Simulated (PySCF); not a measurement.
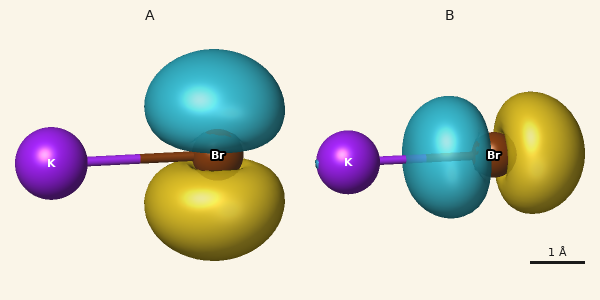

The picture shows: KBr. Two frontier orbitals, each drawn at the value that holds 80 % of its norm (yellow and cyan are the two phases), in no order; of a degenerate pair one member is drawn.

Level of theory: PBE0/pcseg-1, non-relativistic, at a bond length of 2.819 Å (PySCF).

**Label each orbital by symmetry, say whether it is occupied, and order them by energy.**

Orbital B: σ, occupied, −5.95 eV; mainly on Br (90 %).
Orbital A: π, occupied, −5.63 eV; almost wholly on Br.
